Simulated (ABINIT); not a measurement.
# A GW chain in ABINIT: SiC (Moissanite), part 3 of 3

Wanted: ground state, empty states, screening and self-energy for SiC (Moissanite).

ABINIT 10.8.3; PBE and many-body steps on it, plane waves. Known limits of the many-body steps: not at the basis limit; coarse k mesh.

So far. Step 4 (Empty states on the mesh, 3×3×1 mesh, 257 bands): On this mesh the gap is 2.813 eV. The earlier step found 2.017 eV, so this mesh misses an edge. Step 5 (Screening, 3×3×1 mesh, 235 bands, screening to 155.1 eV): Local fields lower ε∞ by 9 %. On a Γ-centred mesh this coarse the value itself is usually too large, while a short band sum pulls it down.

## 6. Self-energy, 3×3×1 mesh, 235 bands, screening to 155.1 eV

The self-energy is evaluated for the states that the input lists, and the levels follow from it, in one-shot runs by the linearised quasiparticle equation.

This step: G0W0 on PBE, plane waves, norm-conserving pseudopotentials.

Input file run.abi:

```
acell 3*1.0 Angstrom
rprim 
  3.081000000023 -0.000000000005 0.000000000000
  -1.540500000007 2.668224269083 0.000000000000
  0.000000000000 0.000000000000 15.124800000000
ntypat 2
znucl 14 6
natom 12
typat 1 1 1 1 1 1 2 2 2 2 2 2
xred 
  0.000000000000 0.000000000000 0.000000000000
  0.000000000000 0.000000000000 0.500000000000
  0.333333333333 0.666666666667 0.166400000000
  0.666666666667 0.333333333333 0.666400000000
  0.666666666667 0.333333333333 0.332900000000
  0.333333333333 0.666666666667 0.832900000000
  0.333333333333 0.666666666667 0.041200000000
  0.666666666667 0.333333333333 0.541200000000
  0.666666666667 0.333333333333 0.208000000000
  0.333333333333 0.666666666667 0.708000000000
  0.000000000000 0.000000000000 0.374600000000
  0.000000000000 0.000000000000 0.874600000000
pp_dirpath "pseudos"
pseudos "Si.upf, C.upf"
ecut 37
ngkpt 3 3 1
nshiftk 1
shiftk 0 0 0
kptopt 1
chksymbreak 0
istwfk *1
occopt 1
irdwfk 1
optdriver 4
nband 235
gwcalctyp 0
ecutsigx 37
symsigma 1
nkptgw 2
kptgw 
  0.0000000000 0.0000000000 0.0000000000
  0.3333333333 0.0000000000 0.0000000000
bdgw 
  23 26
  23 26
ecuteps 5.7
irdscr 1
ppmodel 1
indata_prefix "in"
outdata_prefix "out"
tmpdata_prefix "tmp"
```

Started as:

```
OMP_NUM_THREADS=1 mpirun -n 8 abinit run.abi > log
```

Numbers of over 12 decimals in the logs are rounded to 6 here.

Output:

```text
.Version 10.8.3 of ABINIT. v10.8.2 released Aug 2026.

 Symmetries : space group P6_3 m c (#186); Bravais hP (primitive hexag.)
[... echo of the input left out ...]
== DATASET  1 ==================================================================
-   mpi_nproc: 8, omp_nthreads: 1 (-1 if OMP is not activated)

--- !DatasetInfo
iteration_state: {dtset: 1, }
dimensions: {natom: 12, nkpt: 3, mband: 235, nsppol: 1, nspinor: 1, nspden: 1, mpw: 9084, }
cutoff_energies: {ecut:  37.0, pawecutdg:  -1.0, }
electrons: {nelect:   4.80000000E+01, charge:   0.00000000E+00, occopt:   1.00000000E+00, tsmear:   1.00000000E-02, }

 SIGMA: Calculation of the GW corrections

 Based on a program developped by R.W. Godby, V. Olevano, G. Onida, and L. Reining.
 Incorporated in ABINIT by V. Olevano, G.-M. Rignanese, and M. Torrent.
.Using double precision arithmetic ; gwpc =  8

[... cell and pseudopotentials left out ...]
--------------------------------------------------------------------------------

 ==== K-mesh for the wavefunctions ====
 Number of points in the irreducible wedge :     3
[... list of points left out ...]
 Together with 12 symmetry operations and time-reversal symmetry
 yields     9 points in the full Brillouin Zone.

 ==== Q-mesh for screening function ====
 Number of points in the irreducible wedge :     3
[... list of points left out ...]
 Together with 12 symmetry operations and time-reversal symmetry
 yields     9 points in the full Brillouin Zone.

 vcoul_init : cutoff-mode = AUXILIARY_FUNCTION
 q-points for optical limit:   1
     1)      0.000010    0.000020    0.000030
 setmesh: FFT mesh size selected  =    27x   27x  160
          total number of points  =       116640

 Number of electrons calculated from density =   48.0000; Expected =   48.0000
 average of density, n =  0.057206
 r_s =    1.6100
 omega_plasma =   23.0715 [eV]

 === KS Band Gaps ===
  >>>> For spin  1
   Minimum direct gap =   3.6414 [eV], located at k-point      :   0.3333  0.0000  0.0000
   Fundamental gap    =   2.8128 [eV], Top of valence bands at :   0.0000  0.0000  0.0000
                                       Bottom of conduction at :   0.3333  0.0000  0.0000
 SIGMA fundamental parameters:
 PLASMON POLE MODEL  1
 number of plane-waves for SigmaX                 8941
 number of plane-waves for SigmaC and W            553
 number of plane-waves for wavefunctions          8941
 number of bands                                   235
 number of independent spin polarizations            1
 number of spinorial components                      1
 number of k-points in IBZ                           3
 number of q-points in IBZ                           3
 number of symmetry operations                      12
 number of k-points in BZ                            9
 number of q-points in BZ                            9
 number of frequencies for dSigma/dE                 9
 frequency step for dSigma/dE [eV]                0.25
 number of omega for Sigma on real axis              0
 max omega for Sigma on real axis  [eV]           0.00
 zcut for avoiding poles [eV]                     0.10

 EPSILON^-1 parameters (SCR file):
 dimension of the eps^-1 matrix on file            553
 dimension of the eps^-1 matrix used               553
 number of plane-waves for wavefunctions          8941
 number of bands                                   235
 number of q-points in IBZ                           3
 number of frequencies                               2
 number of real frequencies                          1
 number of imag frequencies                          1

 matrix elements of self-energy operator (all in [eV])

 Perturbative Calculation

--- !SelfEnergy_ee
iteration_state: {dtset: 1, }
kpoint     : [   0.000,    0.000,    0.000, ]
spin       : 1
KS_gap     :    5.164
QP_gap     :    6.032
Delta_QP_KS:    0.868
data: !SigmaeeData |
     Band     E0 <VxcDFT>   SigX SigC(E0)      Z dSigC/dE  Sig(E)    E-E0       E
       23   6.871 -15.002 -18.336   2.824   0.790  -0.267 -15.404  -0.402   6.469
       24   6.871 -15.002 -18.336   2.824   0.790  -0.267 -15.404  -0.402   6.469
       25  12.036 -12.095  -6.523  -4.990   0.801  -0.249 -11.629   0.465  12.501
       26  12.207 -12.042  -6.441  -5.030   0.800  -0.250 -11.585   0.457  12.664

--- !SelfEnergy_ee
iteration_state: {dtset: 1, }
kpoint     : [   0.333,    0.000,    0.000, ]
spin       : 1
KS_gap     :    3.641
QP_gap     :    4.410
Delta_QP_KS:    0.769
data: !SigmaeeData |
     Band     E0 <VxcDFT>   SigX SigC(E0)      Z dSigC/dE  Sig(E)    E-E0       E
       23   5.792 -14.370 -17.647   2.664   0.791  -0.265 -14.855  -0.485   5.307
       24   6.043 -14.645 -18.225   2.929   0.788  -0.269 -15.159  -0.514   5.529
       25   9.684 -10.715  -5.988  -4.415   0.813  -0.229 -10.461   0.255   9.939
       26   9.774 -10.667  -5.891  -4.446   0.813  -0.229 -10.398   0.268  10.043

== END DATASET(S) ==============================================================
================================================================================

 -outvars: echo values of variables after computation  --------
           etotal      0.0000000000E+00
            nband         235
             nkpt           3
          spgroup         186
 [... the other variables as echoed above ...]

 Calculation completed.
```

It took 21 s on 8 MPI ranks of Arm Neoverse V1, shared host; peak memory 1.9 GiB.

Numbers from this step:

| Quantity | Value |
| --- | --- |
| G0W0 gap on the points computed | 3.470 eV |
| starting gap on the mesh | 2.813 eV |
| k of the valence top | 0, 0, 0 |
| k of the conduction bottom | 0.3333, 0, 0 |
| Z at the valence top | 0.79 |
| Z at the conduction bottom | 0.813 |
| least direct G0W0 gap on the computed points | 4.41 eV |

The gap on the mesh goes from 2.81 eV to 3.47 eV, a correction of +0.66 eV. The start differs from the 2.02 eV found before because the two sample other k points.

Limits: finite bands, cutoff and mesh; coarse k mesh. v1 is the top filled band, c1 the lowest empty one. Levels before and after the correction, in eV, zero at the valence-band top of each column:

```tsv
	conduction bottom	valence top
Kohn-Sham	2.81	0.00
G0W0	3.47	0.00
```

```tsv
	level	energy (eV)
Kohn-Sham	Γ v2-v1	0.000
Kohn-Sham	Γ c1	5.164
Kohn-Sham	Γ c2	5.336
Kohn-Sham	(0.333 0 0) v2	-1.079
Kohn-Sham	(0.333 0 0) v1	-0.829
Kohn-Sham	(0.333 0 0) c1	2.813
Kohn-Sham	(0.333 0 0) c2	2.903
G0W0	Γ v2-v1	0.000
G0W0	Γ c1	6.032
G0W0	Γ c2	6.195
G0W0	(0.333 0 0) v2	-1.162
G0W0	(0.333 0 0) v1	-0.940
G0W0	(0.333 0 0) c1	3.470
G0W0	(0.333 0 0) c2	3.574
```

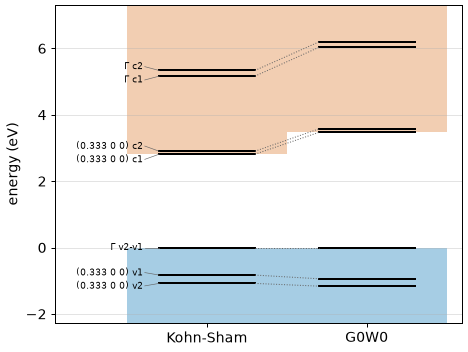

Levels before and after the correction. Shaded: valence and conduction bands.

## 7. Where the time went

Times are wall times on the hardware named with each run, good to a factor of about two.

```tsv
step	time	share	memory (GiB)
ground state	31 s	15 %	0.83
bands along the symmetry lines	35 s	17 %	0.82
empty states on the mesh	82 s	39 %	0.34
screening	40 s	19 %	2.6
self-energy	21 s	10 %	1.9
```

## 8. Summary of results

- PBE gap: 2.01 eV, indirect
- G0W0 gap on the mesh: 3.47 eV
- G0W0 gap over the zone (rigid shift): 2.67 eV
- GW settings: 3×3×1 mesh, 235 bands, screening to 155.1 eV, Godby-Needs plasmon pole
- known limits: not at the basis limit; coarse k mesh

G0W0 moves the gap on the mesh from 2.81 eV to 3.47 eV (+0.66 eV), with Z of 0.79 and 0.81 at the edges. The mesh misses the band edges by 0.80 eV in all; a rigid shift gives 2.67 eV for the zone. Local fields lower the RPA ε∞ on this mesh from 10.71 to 9.79; a Γ-centred mesh this coarse tends to raise both, most where the direct gap is narrow, while a short band sum lowers them. Only 2 of the mesh's irreducible points were corrected, so a valley elsewhere could overtake. The dearest step here is «empty states on the mesh». Against experiment, by G0W0@PBE: the gap of 2.67 eV lies −0.36 eV from the measured 3.03 eV (indirect, quoted 2018); the gap of 2.67 eV lies −0.35 eV from the measured 3.02 eV (kind not stated, quoted 2020); the gap of 2.67 eV lies −0.33 eV from the measured 3 eV (optical, 2017). An exciton line or allowed optical edge lies below the quasiparticle gap by the binding energy; a forbidden edge can push the onset above it. The calculation has static nuclei and no excitons; a measured gap holds zero-point and thermal motion, which mostly lowers it. Bands and cutoff are finite, so the gap is not at the basis limit. The miss can reach some tenths of an eV and take either sign; the mesh is an error of its own. In the G0W0 run levels were corrected at 2 k points alone, so a gap called «on the mesh» is the least over those, and an edge elsewhere would be missed. A denser mesh or path gives a starting gap of 2.01 eV: the GW mesh misses a band edge, so its gaps are not the fundamental one. The 3×3×1 mesh is coarse for this cell, which bears on the long-range parts of exchange and screening.

[Paths, hosts, dates, memory and timing lines, banners, echoed tables and standing remarks are left out of the program output.]

[Logs are printed without paths, hosts, clocks, repeated set-up lines and the standing remarks that a program may print on its own settings, such as how far it seeks lower states.]

[Runs of the session that timed out or met a known fault of the program may be left out.]

[Hosts, paths, dates, database ids (printed as entryN), source tags and the programs' standing remarks are cut or masked in the printed files.]

[G0W0 gaps are taken among the corrected bands and points alone; a level outside them can change the order at an edge.]

[Where Ansatz stands beside ABINIT at settings called matched, ABINIT's density can come from a denser mesh and the files from another edition; pairs whose starting gaps differed by over 0.03 eV were left out, so agreement reads better than it is.]
